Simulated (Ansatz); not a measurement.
Partial pair distribution functions of a relaxed model of amorphous Al32O24N16, broadened by 0.06 Å; density 2.82 g/cm³. These are PBE, scalar-relativistic without spin-orbit coupling (plane waves to 420 eV, PAW; Ansatz, a program for electronic structure) values and carry that method's errors.

It comes from a melt-quench run on a machine-learned potential (CHGNet), relaxed afterwards by DFT. O and N atoms were pushed apart under 1.9 Å during the dynamics, to hinder bonds among them. The hot cell started wider than the set density and was brought back towards it in steps. It is the lowest in DFT energy of 2 quenches. It is a model cell: composition and starting density were chosen by hand, and all elements were melted together. No dispersion term was used. Its density started from a set value of 2.82 and ended at 2.82 g/cm³. The quench (nominally 590 K/ps over its main leg) was far faster than any real one, so the model tends to hold more defects than a real film. Values belong to this one cell and scatter from quench to quench. The volume was held where the preparation left it, at a PBE pressure of -0.1 GPa (tension). Stress components on the final sampling reach 4.4 GPa.

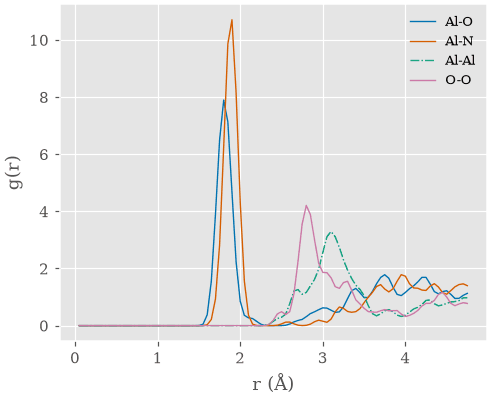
Figure: Partial pair distribution functions

Highest peaks under 4.5 Å: Al-O near 1.80 Å, Al-N near 1.90 Å, Al-Al near 3.10 Å, O-O near 2.80 Å; pairs of few atoms are noisy.

Within 2.28 Å each Al has 2.09 O neighbours on average.
